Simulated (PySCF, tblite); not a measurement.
**C₄H₄BFN radical: geometry, infrared bands and EPR parameters**

Aim: predict the infrared bands and EPR parameters of C₄H₄BFN radical (`N#CB(F)[C@@H]1[CH]C1`).

Programs: tblite 0.8.0 and PySCF 2.14.0, with density-fitted response routines of our own. Each step states its level of theory. These are calculated values for one molecule in the gas phase, unless marked as measured. Atoms are numbered from 0 throughout.

### Step 1. The molecule as given

11 atoms, charge 0, multiplicity 2; geometry from: force field or distance geometry start.

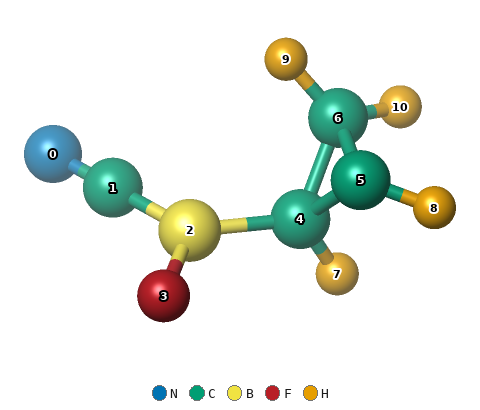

As it starts; nitrogen blue, carbon teal, boron yellow, fluorine red, hydrogen amber, atoms numbered; sticks join atoms by distance.

### Step 2. Relaxing the molecule with GFN2-xTB

What the job is given:

```
{"job": {"kind": "relax", "xc": "GFN2-xTB", "basis": "xTB"}, "charge": 0, "multiplicity": 2}
N      3.233800    -0.743100     0.164600
C      2.277000    -0.065800     0.140800
B      1.039100     0.814000     0.134200
F      1.144400     2.225000     0.459600
C     -0.328300     0.264400    -0.485000
C     -1.507400     0.428300     0.453600
C     -0.922200    -0.947000     0.188300
H     -0.574100     0.419300    -1.559600
H     -2.436400     0.559200    -0.121600
H     -0.362200    -1.360900     1.061200
H     -1.558500    -1.590700    -0.462100
```

Launch:

```sh
$ OMP_NUM_THREADS=1 python probes_run.py task.json out
```

The driver reads the jobs from task.json and runs them one after another.

Output:

```text
step      E/eV     max force
  0    -525.80254    3.347
  1    -526.00294    9.692
  2    -526.30003    3.823
  3    -526.43243    1.740
  4    -526.48664    0.747
  5    -526.54263    0.931
  6    -526.56562    0.706
  7    -526.58486    0.287
  8    -526.59932    0.488
  9    -526.61292    0.436
 10    -526.61970    0.306
 11    -526.62408    0.174
 12    -526.62763    0.281
 13    -526.63083    0.253
 14    -526.63251    0.114
 15    -526.63340    0.088
 16    -526.63418    0.122
 17    -526.63502    0.126
 18    -526.63569    0.091
 19    -526.63608    0.057
 20    -526.63632    0.045
 21    -526.63653    0.050
 22    -526.63669    0.033
 23    -526.63678    0.024
 24    -526.63686    0.028
 25    -526.63696    0.046
 26    -526.63711    0.052
 27    -526.63728    0.038
 28    -526.63739    0.036
 29    -526.63747    0.032
 30    -526.63756    0.032
 31    -526.63770    0.041
 32    -526.63788    0.039
 33    -526.63805    0.035
 34    -526.63819    0.033
 35    -526.63834    0.042
 36    -526.63854    0.048
 37    -526.63884    0.066
 38    -526.63928    0.077
 39    -526.63993    0.103
 40    -526.64096    0.134
 41    -526.64271    0.188
 42    -526.64569    0.225
 43    -526.65054    0.199
 44    -526.65285    0.388
 45    -526.65139    0.744
 46    -526.66377    0.231
 47    -526.66824    0.232
 48    -526.67874    0.636
 49    -526.68687    0.218
 50    -526.69651    0.257
 51    -526.70309    0.277
 52    -526.70829    0.187
 53    -526.71243    0.398
 54    -526.72065    0.265
 55    -526.73386    0.274
 56    -526.74735    0.387
 57    -526.76079    0.357
 58    -526.73332    2.316
 59    -526.77812    0.388
 60    -526.78425    0.326
 61    -526.79282    0.577
 62    -526.79491    0.437
 63    -526.80257    0.270
 64    -526.80739    0.160
 65    -526.81710    0.327
 66    -526.82574    0.241
 67    -526.83104    0.176
 68    -526.83597    0.607
 69    -526.83822    0.218
 70    -526.83992    0.116
 71    -526.84113    0.099
 72    -526.84215    0.116
 73    -526.84284    0.117
 74    -526.84373    0.093
 75    -526.84473    0.089
 76    -526.84589    0.165
 77    -526.84696    0.158
 78    -526.84807    0.200
 79    -526.84938    0.123
 80    -526.85072    0.089
 81    -526.85158    0.069
 82    -526.85212    0.062
 83    -526.85242    0.046
 84    -526.85261    0.032
 85    -526.85270    0.021
 86    -526.85276    0.024
 87    -526.85280    0.024
 88    -526.85285    0.024
 89    -526.85292    0.024
 90    -526.85300    0.021
 91    -526.85304    0.018
 92    -526.85307    0.021
 93    -526.85309    0.022
 94    -526.85313    0.021
 95    -526.85320    0.024
 96    -526.85330    0.032
 97    -526.85339    0.029
 98    -526.85345    0.018
 99    -526.85348    0.016
100    -526.85351    0.018
101    -526.85354    0.015
102    -526.85356    0.017
103    -526.85357    0.017
104    -526.85357    0.018
105    -526.85359    0.018
106    -526.85360    0.017
107    -526.85362    0.013
108    -526.85364    0.011
109    -526.85365    0.008
```

Run time: 0.67 s. Hardware: 1 thread of Intel Xeon Platinum 8259CL at 2.50GHz, shared host.

Relaxation path: (not every step is listed)

| step | energy from step 0 (eV) | largest force (eV/Å) |
| --- | --- | --- |
| 0 | 0.0000 | 3.3472 |
| 1 | -0.2004 | 9.6920 |
| 2 | -0.4975 | 3.8226 |
| 3 | -0.6299 | 1.7399 |
| 4 | -0.6841 | 0.7474 |
| 5 | -0.7401 | 0.9310 |
| 6 | -0.7631 | 0.7058 |
| 7 | -0.7823 | 0.2874 |
| 8 | -0.7968 | 0.4878 |
| 17 | -0.8325 | 0.1263 |
| 26 | -0.8346 | 0.0517 |
| 35 | -0.8358 | 0.0416 |
| 44 | -0.8503 | 0.3879 |
| 53 | -0.9099 | 0.3980 |
| 62 | -0.9924 | 0.4374 |
| 71 | -1.0386 | 0.0987 |
| 80 | -1.0482 | 0.0894 |
| 89 | -1.0504 | 0.0244 |
| 98 | -1.0509 | 0.0182 |
| 104 | -1.0510 | 0.0181 |
| 105 | -1.0511 | 0.0184 |
| 106 | -1.0511 | 0.0170 |
| 107 | -1.0511 | 0.0126 |
| 108 | -1.0511 | 0.0108 |
| 109 | -1.0511 | 0.0083 |

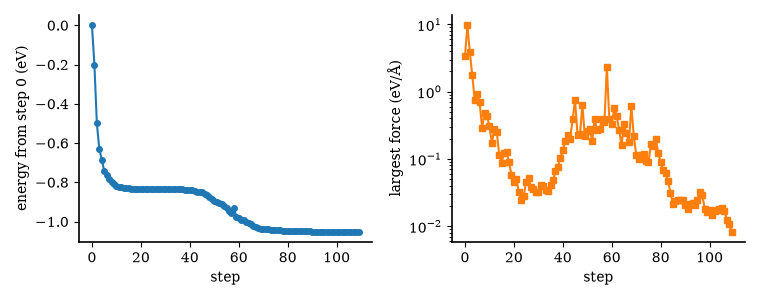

Energy and force, step by step.

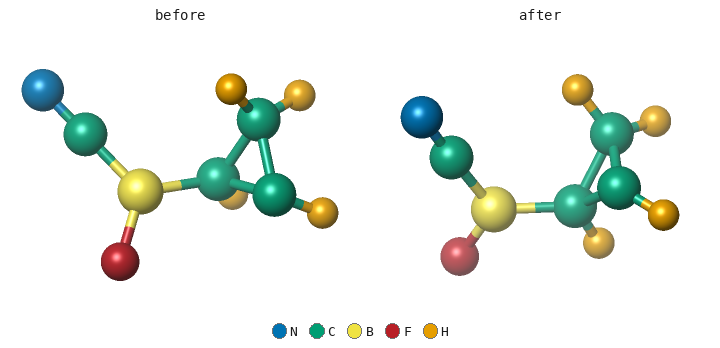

Before and after, at one scale.

Distances of close pairs at the start and the end, largest changes first:

| bond | before (Å) | after (Å) | change (Å) |
| --- | --- | --- | --- |
| B2–F3 | 1.452 | 1.321 | -0.131 |
| C5–C6 | 1.518 | 1.443 | -0.075 |
| B2–C4 | 1.599 | 1.548 | -0.050 |
| C4–C6 | 1.508 | 1.549 | +0.042 |
| C6–H9 | 1.117 | 1.082 | -0.034 |
| C4–C5 | 1.516 | 1.482 | -0.034 |
| C5–H8 | 1.100 | 1.068 | -0.032 |
| C6–H10 | 1.115 | 1.086 | -0.029 |

The end geometry stands in the next job.

### Step 3. Vibrational analysis with GFN2-xTB

What the job is given:

```
{"job": {"kind": "ir", "xc": "GFN2-xTB", "basis": "xTB"}, "charge": 0, "multiplicity": 2}
N      2.646011    -0.529878     1.428641
C      1.998986     0.069878     0.695508
B      1.086725     0.825553    -0.282511
F      1.611817     1.776857    -1.033676
C     -0.413081     0.469360    -0.426048
C     -1.255445     0.054311     0.720197
C     -0.860702    -0.994891    -0.188358
H     -0.935929     1.023754    -1.206714
H     -2.209263     0.428023     1.022545
H     -0.080903    -1.682616     0.111786
H     -1.582792    -1.437681    -0.867334
```

Output:

```text
mode    cm-1     km/mol
  1      67.7      0.37
  2      98.2      2.64
  3     135.9      1.59
  4     235.1      8.68
  5     260.0     22.54
  6     359.1      5.41
  7     515.4      1.55
  8     555.7     62.00
  9     616.0      3.31
 10     632.3      2.31
 11     824.3      0.56
 12     852.9     12.03
 13     914.6     16.43
 14    1005.1      5.18
 15    1032.5     37.69
 16    1052.9     34.33
 17    1071.6     47.55
 18    1150.5    152.53
 19    1185.2     36.42
 20    1277.6    357.34
 21    1378.6     57.99
 22    1447.4     17.43
 23    2355.7     16.40
 24    2948.8     31.41
 25    2998.3     22.26
 26    3049.6      9.71
 27    3161.4     19.75
```

Wall time 0.32 s (1 thread of Intel Xeon Platinum 8259CL at 2.50GHz, shared host).

Which atoms move in the most intense modes:

| cm⁻¹ | km/mol | atoms |
| --- | --- | --- |
| 556 | 62.0 | B2 52 %, C1 18 %, H8 16 % |
| 1032 | 37.7 | C5 26 %, H9 23 %, C4 19 %, H10 13 % |
| 1053 | 34.3 | H9 29 %, C6 21 %, H10 16 %, C5 10 % |
| 1072 | 47.5 | H7 38 %, C6 14 %, C4 14 %, H10 13 % |
| 1150 | 152.5 | B2 59 %, C4 18 % |
| 1185 | 36.4 | H7 62 %, B2 14 % |
| 1278 | 357.3 | B2 57 %, F3 18 %, H7 14 % |
| 1379 | 58.0 | H10 24 %, H9 23 %, C4 21 %, C5 21 % |

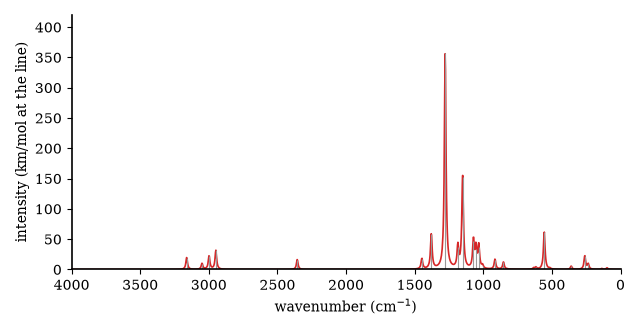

The infrared spectrum from these modes, unscaled. Lines are broadened to a width of 14 cm⁻¹ (Lorentzian).

### Step 4. g tensor and hyperfine couplings: B3LYP/pcH-1

Settings changed since step 3:

```diff
@@ -1,2 +1,2 @@
-{"job": {"kind": "ir", "xc": "GFN2-xTB", "basis": "xTB"}, "charge": 0, "multiplicity": 2}
+{"job": {"kind": "epr", "basis": "pcH-1"}, "charge": 0, "multiplicity": 2}
 N      2.646011    -0.529878     1.428641
```

Level: UKS B3LYP, pcH-1 on B C F H N, non-relativistic, mean-field spin-orbit, GIAO.

Output:

```text
UKS, coarse grid
  cycle   1  E = -334.18261317  |g| = 4.18e-01
  cycle   2  E = -334.03124493  |g| = 7.73e-01
  cycle   3  E = -334.24293183  |g| = 1.56e-01
  cycle   4  E = -334.25196672  |g| = 6.02e-02
  cycle   5  E = -334.25336040  |g| = 1.82e-02
  cycle   6  E = -334.25349458  |g| = 4.41e-03
  cycle   7  E = -334.25350506  |g| = 1.66e-03
  cycle   8  E = -334.25350687  |g| = 4.81e-04
UKS, final grid
  cycle   1  E = -334.25353778  |g| = 4.72e-04
  cycle   2  E = -334.25353766  |g| = 7.41e-04
  cycle   3  E = -334.25353788  |g| = 2.23e-04
  cycle   4  E = -334.25353790  |g| = 5.59e-05
  cycle   5  E = -334.25353790  |g| = 3.29e-05
  cycle   6  E = -334.25353790  |g| = 1.04e-05
E = -334.25353790 Eh   <S^2> = 0.7531 (exact 0.7500)
g shifts (ppm)      1          2          3
  rmc          -146       -146       -146
  gc             20          8         19
  oz_so         -11        535        790
  total        -137        397        663
hyperfine (MHz)  atom isotope    a_iso     a_fc   dipolar eigenvalues
    0   14N       0.07       0.07     -0.17     -0.07      0.25
    1   13C      -0.11      -0.11     -0.70     -0.47      1.18
    2   11B      46.60      46.60     -3.71     -2.48      6.18
    3   19F       3.86       3.86    -11.20     -3.39     14.58
    4   13C     -10.53     -10.53     -5.80     -0.27      6.08
    5   13C     298.91     298.91    -77.06    -72.34    149.40
    6   13C     -17.70     -17.70     -4.94     -0.11      5.05
    7    1H      59.78      59.78     -5.68     -2.06      7.74
    8    1H      -7.63      -7.63    -33.83     -4.50     38.33
    9    1H      84.56      84.56     -6.60     -4.17     10.77
   10    1H      57.15      57.15     -5.14     -2.26      7.40
```

Wall time 41 s (1 thread of Intel Xeon Platinum 8259CL at 2.50GHz, shared host); peak memory 0.84 GiB.

Principal g values 2.00218, 2.00272, 2.00298; g(iso) = 2.00263, against 2.00232 for a free electron.

Hyperfine couplings, nucleus by nucleus at this fixed geometry (no averaging over rotations):

| nuclei | isotope | a(iso) (MHz) | a(iso) (G, at g = 2.0023) | largest dipolar term (MHz) |
| --- | --- | --- | --- | --- |
| C5 | 13C | 298.9 | 106.7 | 149.4 |
| H9 | 1H | 84.6 | 30.2 | 10.8 |
| H7 | 1H | 59.8 | 21.3 | 7.7 |
| H10 | 1H | 57.2 | 20.4 | 7.4 |
| B2 | 11B | 46.6 | 16.6 | 6.2 |
| C6 | 13C | -17.7 | -6.3 | 5.0 |
| C4 | 13C | -10.5 | -3.8 | 6.1 |
| H8 | 1H | -7.6 | -2.7 | 38.3 |
| F3 | 19F | 3.9 | 1.4 | 14.6 |
| C1 | 13C | -0.1 | 0.0 | 1.2 |
| N0 | 14N | 0.1 | 0.0 | 0.2 |

Mulliken spin populations:

| atom | value (e) |
| --- | --- |
| N0 | 0.00 |
| C1 | 0.00 |
| B2 | 0.02 |
| F3 | 0.00 |
| C4 | -0.02 |
| C5 | 0.97 |
| C6 | -0.04 |
| H7 | 0.03 |
| H8 | -0.02 |
| H9 | 0.03 |
| H10 | 0.03 |

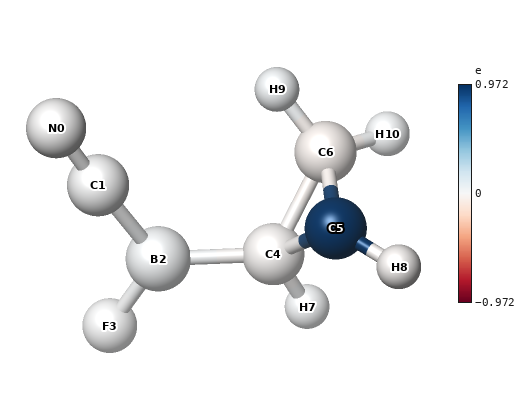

Mulliken spin populations, as colours on the atoms.

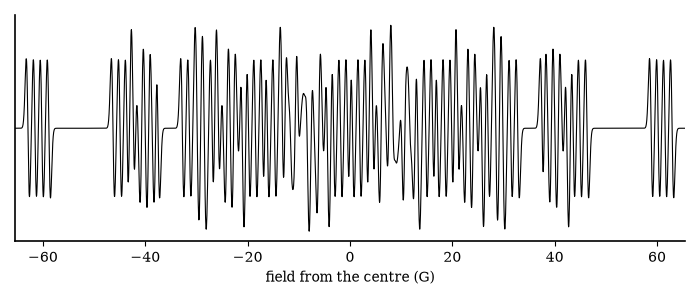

First-order isotropic spectrum (first derivative, main isotopes with spin only, couplings over 0.8 MHz, Gaussian width 0.3 G; couplings of the frozen geometry, rotation of groups not averaged beyond the rows shown).

The fields below are evaluated on a grid from the run's orbitals.

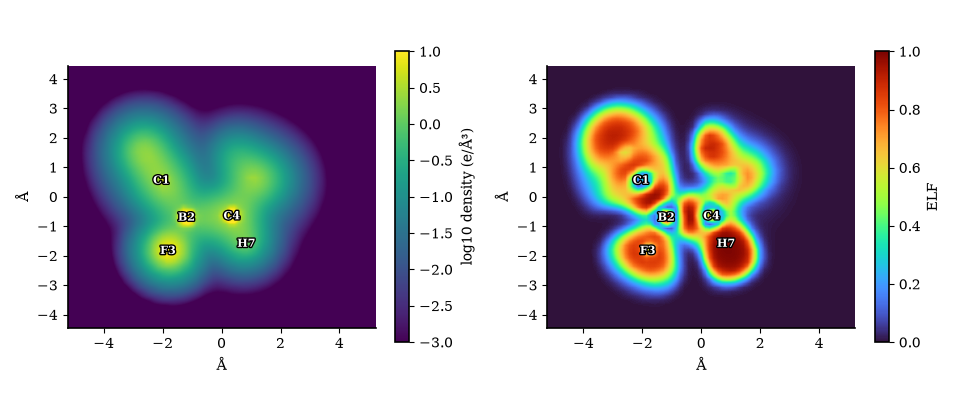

Density (left) and ELF (right) in a plane through or near 5 of the atoms.

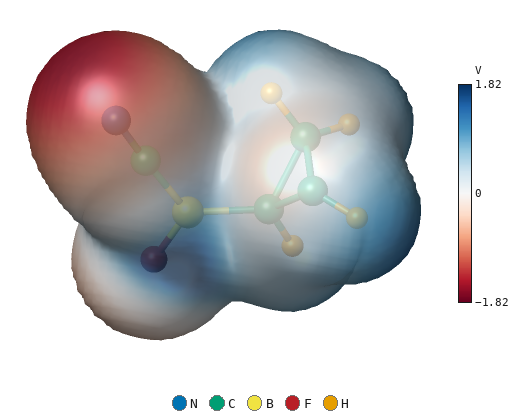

Electrostatic potential on the surface of density 0.002 e/bohr³; red is low, blue high. It runs from -1.55 V near N0 to 1.82 V near B2.

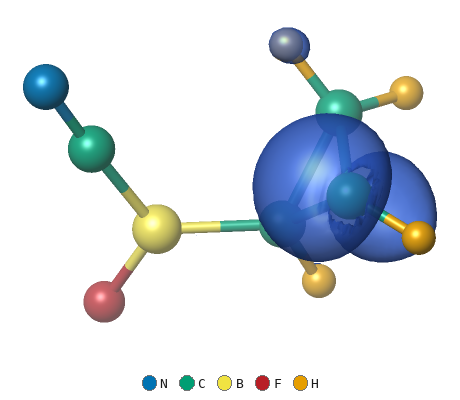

Spin density at ±0.05 e/Å³ (alpha excess blue, beta excess red).

### Step 5. What came out

| quantity | value |
| --- | --- |
| strongest single infrared mode (GFN2-xTB) | 1278 cm⁻¹, 357 km/mol |
| zero-point energy (GFN2-xTB) | 44.6 kcal/mol |
| g(iso) (B3LYP) | 2.00263 |
| ⟨S²⟩ | 0.753 (exact 0.75) |
| largest a(iso) | 13C on C5, 298.9 MHz |
| potential on the surface of density 0.002 e/bohr³, 1st and 99th percentile | -1.55 V and 1.82 V |

In words: Relaxing lowered the energy by 1.051 eV in 109 steps; the close pair that moved most is B2–F3, from 1.452 to 1.321 Å. No mode is imaginary among the 27: a minimum at this level. The strongest single mode, at 1278 cm⁻¹, moves mainly B2. GFN2-xTB is a fitted tight-binding method: band positions and strengths are rough. Its intensities can rank the bands wrongly. C5 carries the largest spin population, 0.97 e. The isotropic g lies 0.3 ppt above the free-electron value. These values are for one conformer; the search (at its own cheap level) found 2 more, at 0.00, 0.44 kcal/mol (those within 0.05 may be mirror or relabelled copies), and measured spectra average over such forms.
